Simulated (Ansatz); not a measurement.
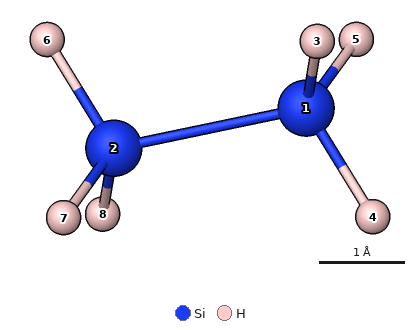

**Figure 1.** The starting structure (ball-and-stick view, seen at a tilt; atoms are numbered from 1 in the order of the input). Bond lengths as drawn: H–Si 1.51 Å and Si–Si 2.35 Å.

**Si$_{2}$H$_{6}$: molecular dynamics (part 1 of 2)**

The run: molecular dynamics of Si$_{2}$H$_{6}$. Method and program: RKS PBE-D4/def2-SVP (Ansatz 0.2.0).

It belongs to a series of runs on one base structure; here: dynamics from the start. Figures and captions count atoms from 1; the log counts them from 0 in places.

The program's output
```
Engine: ansatz 0.2.0, x86_64-unknown-linux-gnu
Functional definition: PBE
  parameter kappa = 0.804
  parameter beta = 0.06672455060314922
  exchange = pbe_x(kappa = kappa, mu = beta*pi^2/3)
  correlation = pbe_c(beta = beta)
these checks for a lower state are left out or cut short: stability, starts, cluster_reference, orbital_swaps, neighbouring_geometries, increment
740 factors; their error is unknown
mean field evaluation 1: about -15838.0210 eV, gradient 1.4e1 eV
mean field evaluation 2: about -15838.7774 eV, gradient 5.4e0 eV
mean field evaluation 4: about -15838.9111 eV, gradient 7.0e-2 eV
mean field evaluation 8: about -15838.8436 eV, gradient 3.7e-4 eV
mean field -15838.84355881 eV, -582.0667648325 hartree, gradient 1.4e-6 eV, S^2 0.000000; 0 other end points of the search recorded, 0 dependent functions left out
the calculation of the forces begins
reference -15838.84359252 eV, -582.0667660715 hartree; 17, 17 occupied and 49, 49 virtual orbitals, 740 factors
md step     0: t =     0.00 fs  T =   200.0 K (target 200.0 K)  F+E_penalty+E_count = -15838.97279955 eV  E_kin = 0.155112 eV  conserved = -15838.81768755 eV  (11 SCF iters)
these checks for a lower state are left out or cut short: stability, starts, cluster_reference, orbital_swaps, neighbouring_geometries, increment
740 factors; their error is unknown
mean field evaluation 16: about -15838.9089 eV, gradient 5.9e-4 eV
mean field -15838.84125927 eV, -582.0666803260 hartree, gradient 1.5e-6 eV, S^2 0.000000; 0 other end points of the search recorded, 0 dependent functions left out
the calculation of the forces begins
reference -15838.84129300 eV, -582.0666815656 hartree; 17, 17 occupied and 49, 49 virtual orbitals, 740 factors
md step     1: t =     0.50 fs  T =   197.1 K (target 200.0 K)  F+E_penalty+E_count = -15838.97052800 eV  E_kin = 0.152868 eV  conserved = -15838.81766008 eV  (17 SCF iters)
[... from here on the SCF iterations and repeated set-up lines of each step are left out, up to the last step ...]
md step     2: t =     1.00 fs  T =   188.9 K (target 200.0 K)  F+E_penalty+E_count = -15838.96409676 eV  E_kin = 0.146502 eV  conserved = -15838.81759878 eV  (18 SCF iters)
md step     3: t =     1.50 fs  T =   176.6 K (target 200.0 K)  F+E_penalty+E_count = -15838.95444880 eV  E_kin = 0.136952 eV  conserved = -15838.81751473 eV  (18 SCF iters)
md step     4: t =     2.00 fs  T =   161.8 K (target 200.0 K)  F+E_penalty+E_count = -15838.94288698 eV  E_kin = 0.125514 eV  conserved = -15838.81742242 eV  (18 SCF iters)
md step     5: t =     2.50 fs  T =   146.5 K (target 200.0 K)  F+E_penalty+E_count = -15838.93085817 eV  E_kin = 0.113631 eV  conserved = -15838.81733416 eV  (18 SCF iters)
md step     6: t =     3.00 fs  T =   132.4 K (target 200.0 K)  F+E_penalty+E_count = -15838.91974145 eV  E_kin = 0.102674 eV  conserved = -15838.81726325 eV  (18 SCF iters)
md step     7: t =     3.50 fs  T =   120.9 K (target 200.0 K)  F+E_penalty+E_count = -15838.91065378 eV  E_kin = 0.093753 eV  conserved = -15838.81721792 eV  (18 SCF iters)
md step     8: t =     4.00 fs  T =   112.9 K (target 200.0 K)  F+E_penalty+E_count = -15838.90431419 eV  E_kin = 0.087587 eV  conserved = -15838.81720253 eV  (11 SCF iters)
md step     9: t =     4.50 fs  T =   108.9 K (target 200.0 K)  F+E_penalty+E_count = -15838.90097208 eV  E_kin = 0.084427 eV  conserved = -15838.81721698 eV  (11 SCF iters)
md step    10: t =     5.00 fs  T =   108.4 K (target 200.0 K)  F+E_penalty+E_count = -15838.90040609 eV  E_kin = 0.084063 eV  conserved = -15838.81725719 eV  (11 SCF iters)
md step    11: t =     5.50 fs  T =   110.7 K (target 200.0 K)  F+E_penalty+E_count = -15838.90198567 eV  E_kin = 0.085879 eV  conserved = -15838.81731611 eV  (18 SCF iters)
md step    12: t =     6.00 fs  T =   114.7 K (target 200.0 K)  F+E_penalty+E_count = -15838.90478103 eV  E_kin = 0.088959 eV  conserved = -15838.81738504 eV  (18 SCF iters)
md step    13: t =     6.50 fs  T =   118.9 K (target 200.0 K)  F+E_penalty+E_count = -15838.90770324 eV  E_kin = 0.092231 eV  conserved = -15838.81745401 eV  (18 SCF iters)
md step    14: t =     7.00 fs  T =   122.0 K (target 200.0 K)  F+E_penalty+E_count = -15838.90966006 eV  E_kin = 0.094612 eV  conserved = -15838.81751242 eV  (18 SCF iters)
md step    15: t =     7.50 fs  T =   122.7 K (target 200.0 K)  F+E_penalty+E_count = -15838.90971679 eV  E_kin = 0.095169 eV  conserved = -15838.81755258 eV  (18 SCF iters)
md step    16: t =     8.00 fs  T =   120.3 K (target 200.0 K)  F+E_penalty+E_count = -15838.90723896 eV  E_kin = 0.093266 eV  conserved = -15838.81756558 eV  (18 SCF iters)
md step    17: t =     8.50 fs  T =   114.3 K (target 200.0 K)  F+E_penalty+E_count = -15838.90201774 eV  E_kin = 0.088684 eV  conserved = -15838.81754549 eV  (18 SCF iters)
md step    18: t =     9.00 fs  T =   105.3 K (target 200.0 K)  F+E_penalty+E_count = -15838.89435138 eV  E_kin = 0.081700 eV  conserved = -15838.81749415 eV  (18 SCF iters)
md step    19: t =     9.50 fs  T =    94.3 K (target 200.0 K)  F+E_penalty+E_count = -15838.88504815 eV  E_kin = 0.073101 eV  conserved = -15838.81741509 eV  (18 SCF iters)
md step    20: t =    10.00 fs  T =    82.7 K (target 200.0 K)  F+E_penalty+E_count = -15838.87535344 eV  E_kin = 0.064109 eV  conserved = -15838.81731921 eV  (18 SCF iters)
md step    21: t =    10.50 fs  T =    72.5 K (target 200.0 K)  F+E_penalty+E_count = -15838.86677475 eV  E_kin = 0.056208 eV  conserved = -15838.81722329 eV  (18 SCF iters)
md step    22: t =    11.00 fs  T =    65.6 K (target 200.0 K)  F+E_penalty+E_count = -15838.86082423 eV  E_kin = 0.050902 eV  conserved = -15838.81714597 eV  (11 SCF iters)
md step    23: t =    11.50 fs  T =    63.7 K (target 200.0 K)  F+E_penalty+E_count = -15838.85872459 eV  E_kin = 0.049424 eV  conserved = -15838.81710495 eV  (11 SCF iters)
md step    24: t =    12.00 fs  T =    67.7 K (target 200.0 K)  F+E_penalty+E_count = -15838.86113805 eV  E_kin = 0.052473 eV  conserved = -15838.81711097 eV  (11 SCF iters)
md step    25: t =    12.50 fs  T =    77.4 K (target 200.0 K)  F+E_penalty+E_count = -15838.86799365 eV  E_kin = 0.060038 eV  conserved = -15838.81716539 eV  (11 SCF iters)
md step    26: t =    13.00 fs  T =    92.0 K (target 200.0 K)  F+E_penalty+E_count = -15838.87846019 eV  E_kin = 0.071365 eV  conserved = -15838.81725836 eV  (12 SCF iters)
md step    27: t =    13.50 fs  T =   109.7 K (target 200.0 K)  F+E_penalty+E_count = -15838.89108235 eV  E_kin = 0.085075 eV  conserved = -15838.81737251 eV  (18 SCF iters)
md step    28: t =    14.00 fs  T =   128.2 K (target 200.0 K)  F+E_penalty+E_count = -15838.90404411 eV  E_kin = 0.099411 eV  conserved = -15838.81748596 eV  (18 SCF iters)
md step    29: t =    14.50 fs  T =   145.1 K (target 200.0 K)  F+E_penalty+E_count = -15838.91550040 eV  E_kin = 0.112552 eV  conserved = -15838.81757828 eV  (18 SCF iters)
md step    30: t =    15.00 fs  T =   158.5 K (target 200.0 K)  F+E_penalty+E_count = -15838.92389774 eV  E_kin = 0.122931 eV  conserved = -15838.81763389 eV  (18 SCF iters)
md step    31: t =    15.50 fs  T =   167.0 K (target 200.0 K)  F+E_penalty+E_count = -15838.92822474 eV  E_kin = 0.129487 eV  conserved = -15838.81764686 eV  (17 SCF iters)
md step    32: t =    16.00 fs  T =   170.0 K (target 200.0 K)  F+E_penalty+E_count = -15838.92814190 eV  E_kin = 0.131808 eV  conserved = -15838.81761558 eV  (18 SCF iters)
md step    33: t =    16.50 fs  T =   167.8 K (target 200.0 K)  F+E_penalty+E_count = -15838.92399946 eV  E_kin = 0.130161 eV  conserved = -15838.81754763 eV  (18 SCF iters)
md step    34: t =    17.00 fs  T =   161.7 K (target 200.0 K)  F+E_penalty+E_count = -15838.91673590 eV  E_kin = 0.125404 eV  conserved = -15838.81745579 eV  (18 SCF iters)
md step    35: t =    17.50 fs  T =   153.2 K (target 200.0 K)  F+E_penalty+E_count = -15838.90769322 eV  E_kin = 0.118819 eV  conserved = -15838.81735483 eV  (18 SCF iters)
md step    36: t =    18.00 fs  T =   144.3 K (target 200.0 K)  F+E_penalty+E_count = -15838.89838574 eV  E_kin = 0.111883 eV  conserved = -15838.81726056 eV  (18 SCF iters)
md step    37: t =    18.50 fs  T =   136.7 K (target 200.0 K)  F+E_penalty+E_count = -15838.89025556 eV  E_kin = 0.106029 eV  conserved = -15838.81718668 eV  (18 SCF iters)
md step    38: t =    19.00 fs  T =   132.1 K (target 199.2 K)  F+E_penalty+E_count = -15838.88445518 eV  E_kin = 0.102432 eV  conserved = -15838.81714297 eV  (18 SCF iters)
md step    39: t =    19.50 fs  T =   131.3 K (target 197.5 K)  F+E_penalty+E_count = -15838.88168584 eV  E_kin = 0.101839 eV  conserved = -15838.81713329 eV  (11 SCF iters)
md step    40: t =    20.00 fs  T =   134.7 K (target 195.8 K)  F+E_penalty+E_count = -15838.88211474 eV  E_kin = 0.104482 eV  conserved = -15838.81715720 eV  (18 SCF iters)
md step    41: t =    20.50 fs  T =   141.9 K (target 194.1 K)  F+E_penalty+E_count = -15838.88537046 eV  E_kin = 0.110057 eV  conserved = -15838.81720949 eV  (18 SCF iters)
md step    42: t =    21.00 fs  T =   151.9 K (target 192.4 K)  F+E_penalty+E_count = -15838.89061271 eV  E_kin = 0.117783 eV  conserved = -15838.81728189 eV  (18 SCF iters)
md step    43: t =    21.50 fs  T =   163.1 K (target 190.8 K)  F+E_penalty+E_count = -15838.89665608 eV  E_kin = 0.126511 eV  conserved = -15838.81736403 eV  (18 SCF iters)
md step    44: t =    22.00 fs  T =   173.9 K (target 189.1 K)  F+E_penalty+E_count = -15838.90213026 eV  E_kin = 0.134877 eV  conserved = -15838.81744528 eV  (18 SCF iters)
md step    45: t =    22.50 fs  T =   182.4 K (target 187.4 K)  F+E_penalty+E_count = -15838.90565639 eV  E_kin = 0.141475 eV  conserved = -15838.81751405 eV  (18 SCF iters)
md step    46: t =    23.00 fs  T =   187.0 K (target 185.7 K)  F+E_penalty+E_count = -15838.90603257 eV  E_kin = 0.145043 eV  conserved = -15838.81755906 eV  (18 SCF iters)
md step    47: t =    23.50 fs  T =   186.5 K (target 184.0 K)  F+E_penalty+E_count = -15838.90241631 eV  E_kin = 0.144656 eV  conserved = -15838.81757074 eV  (18 SCF iters)
md step    48: t =    24.00 fs  T =   180.4 K (target 182.3 K)  F+E_penalty+E_count = -15838.89448803 eV  E_kin = 0.139903 eV  conserved = -15838.81754156 eV  (18 SCF iters)
md step    49: t =    24.50 fs  T =   168.9 K (target 180.7 K)  F+E_penalty+E_count = -15838.88257785 eV  E_kin = 0.131021 eV  conserved = -15838.81747029 eV  (18 SCF iters)
md step    50: t =    25.00 fs  T =   153.4 K (target 179.0 K)  F+E_penalty+E_count = -15838.86771130 eV  E_kin = 0.118962 eV  conserved = -15838.81735998 eV  (18 SCF iters)
md step    51: t =    25.50 fs  T =   135.8 K (target 177.3 K)  F+E_penalty+E_count = -15838.85155120 eV  E_kin = 0.105335 eV  conserved = -15838.81722395 eV  (18 SCF iters)
md step    52: t =    26.00 fs  T =   118.9 K (target 175.6 K)  F+E_penalty+E_count = -15838.83619572 eV  E_kin = 0.092218 eV  conserved = -15838.81708315 eV  (18 SCF iters)
md step    53: t =    26.50 fs  T =   105.5 K (target 173.9 K)  F+E_penalty+E_count = -15838.82384708 eV  E_kin = 0.081829 eV  conserved = -15838.81696407 eV  (18 SCF iters)
md step    54: t =    27.00 fs  T =    98.1 K (target 172.3 K)  F+E_penalty+E_count = -15838.81639579 eV  E_kin = 0.076117 eV  conserved = -15838.81689222 eV  (11 SCF iters)
md step    55: t =    27.50 fs  T =    98.4 K (target 170.6 K)  F+E_penalty+E_count = -15838.81501465 eV  E_kin = 0.076349 eV  conserved = -15838.81688505 eV  (11 SCF iters)
md step    56: t =    28.00 fs  T =   106.8 K (target 168.9 K)  F+E_penalty+E_count = -15838.81987249 eV  E_kin = 0.082812 eV  conserved = -15838.81694617 eV  (11 SCF iters)
md step    57: t =    28.50 fs  T =   122.1 K (target 167.2 K)  F+E_penalty+E_count = -15838.83005794 eV  E_kin = 0.094717 eV  conserved = -15838.81706379 eV  (18 SCF iters)
md step    58: t =    29.00 fs  T =   142.3 K (target 165.5 K)  F+E_penalty+E_count = -15838.84374398 eV  E_kin = 0.110334 eV  conserved = -15838.81721228 eV  (18 SCF iters)
md step    59: t =    29.50 fs  T =   164.2 K (target 163.8 K)  F+E_penalty+E_count = -15838.85855969 eV  E_kin = 0.127339 eV  conserved = -15838.81736150 eV  (18 SCF iters)
md step    60: t =    30.00 fs  T =   184.7 K (target 162.2 K)  F+E_penalty+E_count = -15838.87206348 eV  E_kin = 0.143275 eV  conserved = -15838.81748197 eV  (18 SCF iters)
md step    61: t =    30.50 fs  T =   201.2 K (target 160.5 K)  F+E_penalty+E_count = -15838.88220847 eV  E_kin = 0.156023 eV  conserved = -15838.81755230 eV  (18 SCF iters)
md step    62: t =    31.00 fs  T =   211.7 K (target 158.8 K)  F+E_penalty+E_count = -15838.88769622 eV  E_kin = 0.164178 eV  conserved = -15838.81756403 eV  (18 SCF iters)
md step    63: t =    31.50 fs  T =   215.7 K (target 157.1 K)  F+E_penalty+E_count = -15838.88815394 eV  E_kin = 0.167251 eV  conserved = -15838.81751804 eV  (18 SCF iters)
md step    64: t =    32.00 fs  T =   213.6 K (target 155.4 K)  F+E_penalty+E_count = -15838.88413384 eV  E_kin = 0.165695 eV  conserved = -15838.81742610 eV  (18 SCF iters)
md step    65: t =    32.50 fs  T =   207.3 K (target 153.8 K)  F+E_penalty+E_count = -15838.87694593 eV  E_kin = 0.160754 eV  conserved = -15838.81730666 eV  (18 SCF iters)
md step    66: t =    33.00 fs  T =   198.8 K (target 152.1 K)  F+E_penalty+E_count = -15838.86837516 eV  E_kin = 0.154179 eV  conserved = -15838.81718035 eV  (18 SCF iters)
md step    67: t =    33.50 fs  T =   190.7 K (target 150.4 K)  F+E_penalty+E_count = -15838.86034427 eV  E_kin = 0.147890 eV  conserved = -15838.81706969 eV  (18 SCF iters)
md step    68: t =    34.00 fs  T =   185.2 K (target 148.7 K)  F+E_penalty+E_count = -15838.85457167 eV  E_kin = 0.143628 eV  conserved = -15838.81699121 eV  (18 SCF iters)
md step    69: t =    34.50 fs  T =   183.9 K (target 147.0 K)  F+E_penalty+E_count = -15838.85229503 eV  E_kin = 0.142664 eV  conserved = -15838.81695515 eV  (18 SCF iters)
md step    70: t =    35.00 fs  T =   187.8 K (target 145.4 K)  F+E_penalty+E_count = -15838.85409434 eV  E_kin = 0.145612 eV  conserved = -15838.81696503 eV  (18 SCF iters)
md step    71: t =    35.50 fs  T =   196.5 K (target 143.7 K)  F+E_penalty+E_count = -15838.85983260 eV  E_kin = 0.152365 eV  conserved = -15838.81701624 eV  (18 SCF iters)
md step    72: t =    36.00 fs  T =   209.1 K (target 142.0 K)  F+E_penalty+E_count = -15838.86871344 eV  E_kin = 0.162145 eV  conserved = -15838.81709931 eV  (18 SCF iters)
md step    73: t =    36.50 fs  T =   223.9 K (target 140.3 K)  F+E_penalty+E_count = -15838.87942343 eV  E_kin = 0.173633 eV  conserved = -15838.81720228 eV  (18 SCF iters)
md step    74: t =    37.00 fs  T =   238.8 K (target 138.6 K)  F+E_penalty+E_count = -15838.89032369 eV  E_kin = 0.185174 eV  conserved = -15838.81731227 eV  (18 SCF iters)
md step    75: t =    37.50 fs  T =   251.4 K (target 136.9 K)  F+E_penalty+E_count = -15838.89966053 eV  E_kin = 0.194982 eV  conserved = -15838.81741701 eV  (18 SCF iters)
md step    76: t =    38.00 fs  T =   259.6 K (target 135.3 K)  F+E_penalty+E_count = -15838.90577406 eV  E_kin = 0.201368 eV  conserved = -15838.81750444 eV  (18 SCF iters)
md step    77: t =    38.50 fs  T =   261.7 K (target 133.6 K)  F+E_penalty+E_count = -15838.90729972 eV  E_kin = 0.202953 eV  conserved = -15838.81756282 eV  (18 SCF iters)
md step    78: t =    39.00 fs  T =   256.4 K (target 131.9 K)  F+E_penalty+E_count = -15838.90335910 eV  E_kin = 0.198869 eV  conserved = -15838.81758189 eV  (18 SCF iters)
md step    79: t =    39.50 fs  T =   243.6 K (target 130.2 K)  F+E_penalty+E_count = -15838.89372667 eV  E_kin = 0.188932 eV  conserved = -15838.81755244 eV  (18 SCF iters)
md step    80: t =    40.00 fs  T =   224.0 K (target 128.5 K)  F+E_penalty+E_count = -15838.87895541 eV  E_kin = 0.173754 eV  conserved = -15838.81747297 eV  (18 SCF iters)
md step    81: t =    40.50 fs  T =   199.6 K (target 126.9 K)  F+E_penalty+E_count = -15838.86040511 eV  E_kin = 0.154764 eV  conserved = -15838.81734803 eV  (18 SCF iters)
md step    82: t =    41.00 fs  T =   172.9 K (target 125.2 K)  F+E_penalty+E_count = -15838.84014328 eV  E_kin = 0.134089 eV  conserved = -15838.81719246 eV  (18 SCF iters)
md step    83: t =    41.50 fs  T =   147.3 K (target 123.5 K)  F+E_penalty+E_count = -15838.82068451 eV  E_kin = 0.114268 eV  conserved = -15838.81703273 eV  (18 SCF iters)
md step    84: t =    42.00 fs  T =   126.2 K (target 121.8 K)  F+E_penalty+E_count = -15838.80457764 eV  E_kin = 0.097845 eV  conserved = -15838.81690024 eV  (18 SCF iters)
md step    85: t =    42.50 fs  T =   112.0 K (target 120.1 K)  F+E_penalty+E_count = -15838.79391770 eV  E_kin = 0.086885 eV  conserved = -15838.81682340 eV  (12 SCF iters)
md step    86: t =    43.00 fs  T =   106.4 K (target 118.5 K)  F+E_penalty+E_count = -15838.78990052 eV  E_kin = 0.082548 eV  conserved = -15838.81682130 eV  (12 SCF iters)
md step    87: t =    43.50 fs  T =   109.4 K (target 116.8 K)  F+E_penalty+E_count = -15838.79254237 eV  E_kin = 0.084821 eV  conserved = -15838.81689561 eV  (12 SCF iters)
md step    88: t =    44.00 fs  T =   119.3 K (target 115.1 K)  F+E_penalty+E_count = -15838.80066247 eV  E_kin = 0.092514 eV  conserved = -15838.81702993 eV  (18 SCF iters)
md step    89: t =    44.50 fs  T =   133.5 K (target 113.4 K)  F+E_penalty+E_count = -15838.81214054 eV  E_kin = 0.103512 eV  conserved = -15838.81719468 eV  (18 SCF iters)
md step    90: t =    45.00 fs  T =   148.6 K (target 111.7 K)  F+E_penalty+E_count = -15838.82437897 eV  E_kin = 0.115228 eV  conserved = -15838.81735453 eV  (18 SCF iters)
md step    91: t =    45.50 fs  T =   161.4 K (target 110.0 K)  F+E_penalty+E_count = -15838.83484794 eV  E_kin = 0.125140 eV  conserved = -15838.81747855 eV  (18 SCF iters)
md step    92: t =    46.00 fs  T =   169.3 K (target 108.4 K)  F+E_penalty+E_count = -15838.84157503 eV  E_kin = 0.131281 eV  conserved = -15838.81754575 eV  (18 SCF iters)
md step    93: t =    46.50 fs  T =   170.9 K (target 106.7 K)  F+E_penalty+E_count = -15838.84348179 eV  E_kin = 0.132579 eV  conserved = -15838.81754798 eV  (18 SCF iters)
md step    94: t =    47.00 fs  T =   166.3 K (target 105.0 K)  F+E_penalty+E_count = -15838.84051923 eV  E_kin = 0.128996 eV  conserved = -15838.81749042 eV  (18 SCF iters)
md step    95: t =    47.50 fs  T =   156.6 K (target 103.3 K)  F+E_penalty+E_count = -15838.83359990 eV  E_kin = 0.121462 eV  conserved = -15838.81738579 eV  (18 SCF iters)
md step    96: t =    48.00 fs  T =   144.0 K (target 101.6 K)  F+E_penalty+E_count = -15838.82437629 eV  E_kin = 0.111643 eV  conserved = -15838.81725572 eV  (18 SCF iters)
md step    97: t =    48.50 fs  T =   131.0 K (target 100.0 K)  F+E_penalty+E_count = -15838.81490451 eV  E_kin = 0.101604 eV  conserved = -15838.81712259 eV  (18 SCF iters)
md step    98: t =    49.00 fs  T =   120.5 K (target 98.3 K)  F+E_penalty+E_count = -15838.80727586 eV  E_kin = 0.093425 eV  conserved = -15838.81701045 eV  (18 SCF iters)
md step    99: t =    49.50 fs  T =   114.6 K (target 96.6 K)  F+E_penalty+E_count = -15838.80326038 eV  E_kin = 0.088853 eV  conserved = -15838.81693597 eV  (18 SCF iters)
md step   100: t =    50.00 fs  T =   114.8 K (target 94.9 K)  F+E_penalty+E_count = -15838.80403627 eV  E_kin = 0.089034 eV  conserved = -15838.81690827 eV  (11 SCF iters)
md step   101: t =    50.50 fs  T =   121.7 K (target 93.2 K)  F+E_penalty+E_count = -15838.81003518 eV  E_kin = 0.094357 eV  conserved = -15838.81692936 eV  (11 SCF iters)
md step   102: t =    51.00 fs  T =   134.7 K (target 91.5 K)  F+E_penalty+E_count = -15838.82091449 eV  E_kin = 0.104437 eV  conserved = -15838.81699342 eV  (18 SCF iters)
md step   103: t =    51.50 fs  T =   152.4 K (target 89.9 K)  F+E_penalty+E_count = -15838.83564839 eV  E_kin = 0.118201 eV  conserved = -15838.81708959 eV  (18 SCF iters)
md step   104: t =    52.00 fs  T =   172.8 K (target 88.2 K)  F+E_penalty+E_count = -15838.85270159 eV  E_kin = 0.134054 eV  conserved = -15838.81720465 eV  (18 SCF iters)
md step   105: t =    52.50 fs  T =   193.5 K (target 86.5 K)  F+E_penalty+E_count = -15838.87024608 eV  E_kin = 0.150105 eV  conserved = -15838.81732487 eV  (18 SCF iters)
md step   106: t =    53.00 fs  T =   212.0 K (target 84.8 K)  F+E_penalty+E_count = -15838.88638844 eV  E_kin = 0.164395 eV  conserved = -15838.81743770 eV  (18 SCF iters)
md step   107: t =    53.50 fs  T =   225.8 K (target 83.1 K)  F+E_penalty+E_count = -15838.89938622 eV  E_kin = 0.175132 eV  conserved = -15838.81753177 eV  (18 SCF iters)
md step   108: t =    54.00 fs  T =   233.3 K (target 81.5 K)  F+E_penalty+E_count = -15838.90784383 eV  E_kin = 0.180909 eV  conserved = -15838.81759500 eV  (17 SCF iters)
md step   109: t =    54.50 fs  T =   233.2 K (target 79.8 K)  F+E_penalty+E_count = -15838.91089104 eV  E_kin = 0.180892 eV  conserved = -15838.81762007 eV  (17 SCF iters)
md step   110: t =    55.00 fs  T =   225.6 K (target 78.1 K)  F+E_penalty+E_count = -15838.90831438 eV  E_kin = 0.174966 eV  conserved = -15838.81760021 eV  (18 SCF iters)
md step   111: t =    55.50 fs  T =   211.2 K (target 76.4 K)  F+E_penalty+E_count = -15838.90063800 eV  E_kin = 0.163801 eV  conserved = -15838.81753545 eV  (18 SCF iters)
md step   112: t =    56.00 fs  T =   191.9 K (target 74.7 K)  F+E_penalty+E_count = -15838.88910427 eV  E_kin = 0.148801 eV  conserved = -15838.81743258 eV  (18 SCF iters)
md step   113: t =    56.50 fs  T =   170.1 K (target 73.1 K)  F+E_penalty+E_count = -15838.87553380 eV  E_kin = 0.131934 eV  conserved = -15838.81730674 eV  (18 SCF iters)
md step   114: t =    57.00 fs  T =   148.8 K (target 71.4 K)  F+E_penalty+E_count = -15838.86205461 eV  E_kin = 0.115418 eV  conserved = -15838.81718001 eV  (18 SCF iters)
md step   115: t =    57.50 fs  T =   130.7 K (target 69.7 K)  F+E_penalty+E_count = -15838.85073367 eV  E_kin = 0.101335 eV  conserved = -15838.81707909 eV  (18 SCF iters)
```
